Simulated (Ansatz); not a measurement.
Input

```
crystal:
  periodic: [false, false, false]
  atoms:
    - {symbol: C, position_ang: [-1.890119, 2.393898, -1.084949]}
    - {symbol: C, position_ang: [-1.457316, 0.922520, -1.199154]}
    - {symbol: C, position_ang: [-0.538049, 0.703932, -2.412493]}
    - {symbol: C, position_ang: [1.437765, 2.602935, 2.081734]}
    - {symbol: C, position_ang: [2.096618, 2.805450, 0.717435]}
    - {symbol: C, position_ang: [0.225550, 3.510000, 2.294351]}
    - {symbol: C, position_ang: [-2.875874, -0.587449, 2.829445]}
    - {symbol: C, position_ang: [-3.390502, 0.851876, 2.835215]}
    - {symbol: C, position_ang: [-3.476255, -1.423566, 1.698881]}
    - {symbol: C, position_ang: [2.437341, -2.007731, -1.427035]}
    - {symbol: C, position_ang: [-0.339783, -3.328995, -0.944801]}
    - {symbol: C, position_ang: [2.150127, -4.316394, 0.631447]}
    - {symbol: "N", position_ang: [-0.838733, 0.465802, 0.010485]}
    - {symbol: O, position_ang: [1.062526, 1.241116, 2.252270]}
    - {symbol: O, position_ang: [-1.453537, -0.596347, 2.750210]}
    - {symbol: O, position_ang: [0.983719, -1.710691, 1.067889]}
    - {symbol: Si, position_ang: [1.305965, -2.833521, -0.164769]}
    - {symbol: Ta, position_ang: [-0.053172, -0.140506, 1.509980]}
    - {symbol: H, position_ang: [-2.553878, 2.540438, -0.209596]}
    - {symbol: H, position_ang: [-2.433123, 2.723907, -1.994243]}
    - {symbol: H, position_ang: [-1.003333, 3.047993, -0.954338]}
    - {symbol: H, position_ang: [-2.382839, 0.316018, -1.367997]}
    - {symbol: H, position_ang: [-1.027549, 1.033650, -3.351754]}
    - {symbol: H, position_ang: [0.402951, 1.279356, -2.288322]}
    - {symbol: H, position_ang: [-0.271778, -0.366274, -2.516488]}
    - {symbol: H, position_ang: [2.189340, 2.818578, 2.876669]}
    - {symbol: H, position_ang: [2.448729, 3.849616, 0.595484]}
    - {symbol: H, position_ang: [1.371605, 2.581454, -0.092475]}
    - {symbol: H, position_ang: [2.965912, 2.128032, 0.601018]}
    - {symbol: H, position_ang: [-0.540419, 3.309810, 1.516762]}
    - {symbol: H, position_ang: [0.511477, 4.579691, 2.236638]}
    - {symbol: H, position_ang: [-0.229603, 3.323294, 3.287340]}
    - {symbol: H, position_ang: [-3.134182, -1.063876, 3.803809]}
    - {symbol: H, position_ang: [-3.138481, 1.347122, 1.874077]}
    - {symbol: H, position_ang: [-2.921825, 1.429292, 3.656762]}
    - {symbol: H, position_ang: [-4.490708, 0.883208, 2.968387]}
    - {symbol: H, position_ang: [-4.579862, -1.481770, 1.787732]}
    - {symbol: H, position_ang: [-3.069957, -2.454667, 1.719792]}
    - {symbol: H, position_ang: [-3.224730, -0.971484, 0.716834]}
    - {symbol: H, position_ang: [3.391260, -1.699033, -0.952443]}
    - {symbol: H, position_ang: [1.957033, -1.101083, -1.847837]}
    - {symbol: H, position_ang: [2.678128, -2.691568, -2.267118]}
    - {symbol: H, position_ang: [-1.003938, -3.796585, -0.188648]}
    - {symbol: H, position_ang: [-0.862612, -2.436639, -1.346023]}
    - {symbol: H, position_ang: [-0.201381, -4.052759, -1.774293]}
    - {symbol: H, position_ang: [3.095193, -4.012866, 1.125975]}
    - {symbol: H, position_ang: [2.391479, -5.092773, -0.123871]}
    - {symbol: H, position_ang: [1.496046, -4.776317, 1.399927]}
basis:
  gaussian: {orbitals: def2-SVP}
hamiltonian: {xc: pbe0}
output: {forces: true, orbitals: {seedname: orbitals}}
```

Launched as:

```sh
ansatz run input.yaml --threads 8 --pin off --max-ram 20880MiB --events-out events.jsonl --progress --plain --runs-dir runs
```

Geometry: PBE-D3(BJ)/def2-SVP; core potentials replace the inner electrons of Ta.

Method: isolated molecule in a Gaussian basis; Kohn-Sham density functional theory, functional PBE0 in Ansatz 0.2.0.

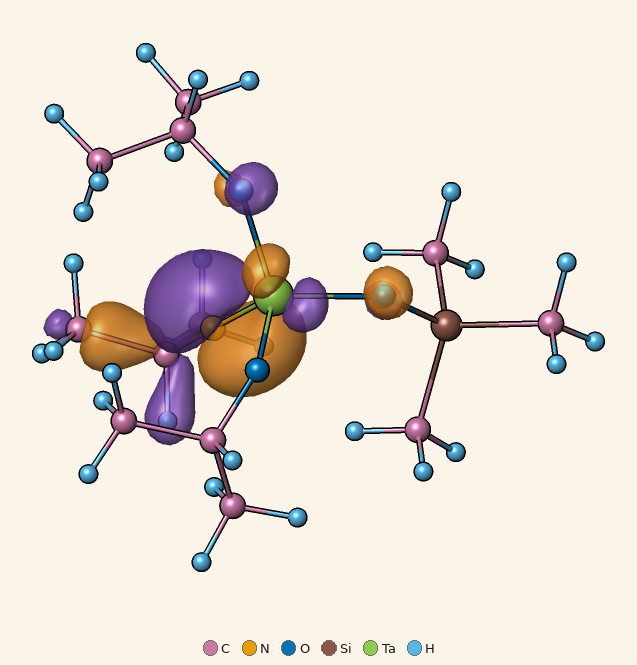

C12H30NO3SiTa (SMILES CC(C)[N]=[Ta]([O]C(C)C)([O]C(C)C)[O][Si](C)(C)C). The HOMO at ±0.15 Å⁻³ᐟ² (orange and purple are the two phases), seen at a tilt.

Q: Describe this orbital and give its energy.

A: Its weight (Hirshfeld) is mainly on N13 (about 45 %), Ta18 (about 20 %) and C2 (about 5 %). Its energy is −6.73 eV.
